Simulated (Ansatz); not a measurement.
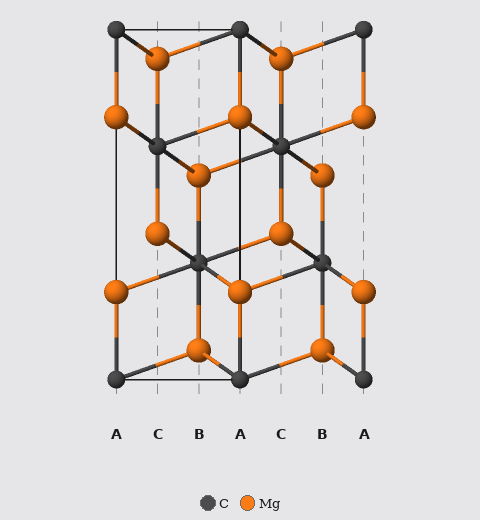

Projection along an edge of the hexagonal mesh, stacking direction [111] upwards. The dashed lines mark the three columns A (0, 0), B (1/3, 2/3) and C (2/3, 1/3). The box is the hexagonal cell of the face-centred cubic lattice. The sequence starts with the first layer at or above the cell's origin.

Mg₂C: the input geometry of an electronic-structure calculation (not necessarily at equilibrium); the starting structure was generated, so it need not be a known form of this composition.

Question: Give the sequence of layers in one repeat, with element and column.

Answer: C(A) – Mg(B) – Mg(A) – C(B) – Mg(C) – Mg(B) – C(C) – Mg(A) – Mg(C) (nine layers in 9.39 Å).

Question: How are the C layers alone stacked?

Answer: C layers alone: ABC, the cubic close-packed type.

Question: Which positions between or in the C layers do the other atoms fill?

Answer: Mg: six tetrahedral sites, counted in one hexagonal cell.
